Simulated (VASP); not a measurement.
Band structure of MoS₂ (2H layered). Method: PW91 GGA, VASP's PBE PAW potentials (set 64) (plane waves; VASP).

Without a dispersion term in the relaxation, distances and binding between the weakly bound layers, chains or molecules are unreliable, and so is what depends on them.

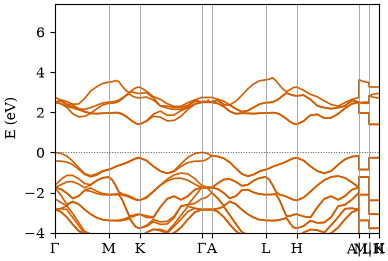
Fig. 1. Bands along high-symmetry lines, zero at the valence-band maximum or, without a gap, the Fermi level

Task: Read the plot: is there a gap, and where are the band edges?

Result: The gap is indirect, 1.40 eV, from the valence maximum at Γ to the conduction minimum at K. (Edges off the drawn lines would not show.)

Measured: gap 1.29 eV (computed value off by +0.11 eV), as given by Wei Chen et al., Physical Review Materials (2018), doi:10.1103/physrevmaterials.2.073803.

The compound is MoS2 in the 2H layered structure. It was relaxed first, which changed the volume by +21 %.
